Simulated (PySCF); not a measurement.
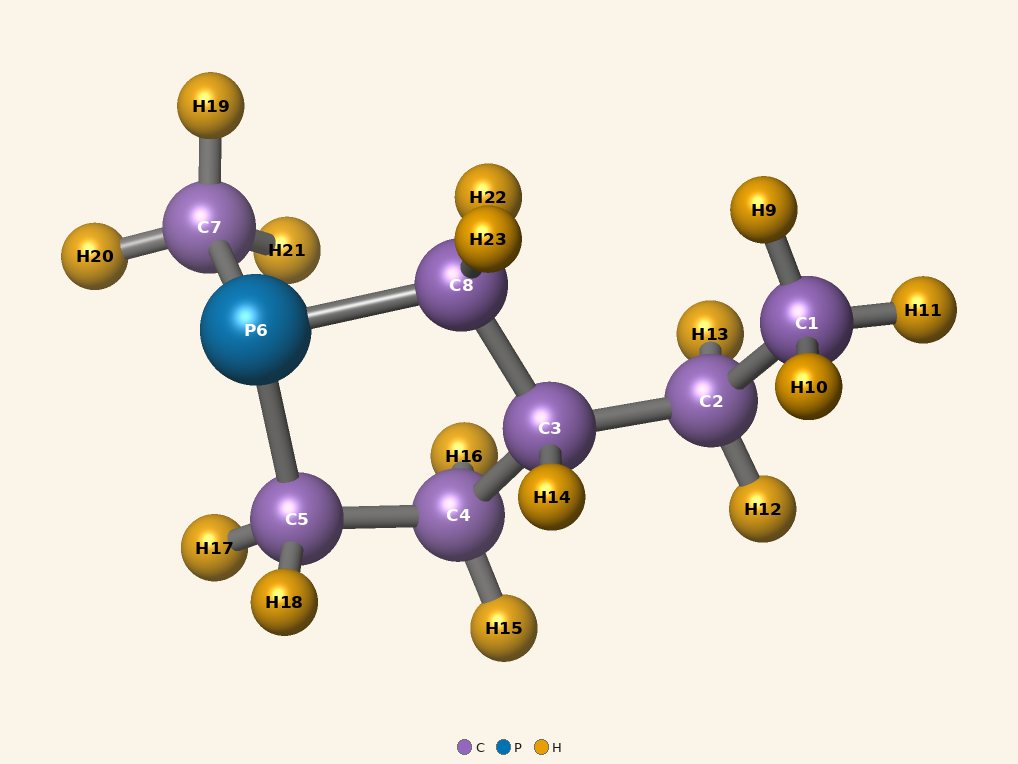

Computed geometry: PBE0-D3(BJ)/def2-SVP optimisation. No frequency run is at hand to confirm it as a minimum. Method: GIAO PBE0/pcSseg-1 NMR shielding, non-relativistic, gas phase (PySCF 2.14.0), and the same with a continuum solvent (IEF-PCM, Bondi radii x 1.2, gas-phase geometry).

How do dipole (D), HOMO–LUMO gap (eV), σ(P6) (ppm), σ(H22) (ppm), σ(H21) (ppm) change in chloroform (ε = 4.7), methanol (ε = 32.6)?

```
    medium  dipole (D)  HOMO–LUMO gap (eV)  σ(P6) (ppm)  σ(H22) (ppm)  σ(H21) (ppm)
 gas phase        1.52                7.56        359.7         30.91         30.22
chloroform        1.95                7.73        362.3         30.78         30.12
  methanol        2.16                7.79        363.4         30.70         30.04
```
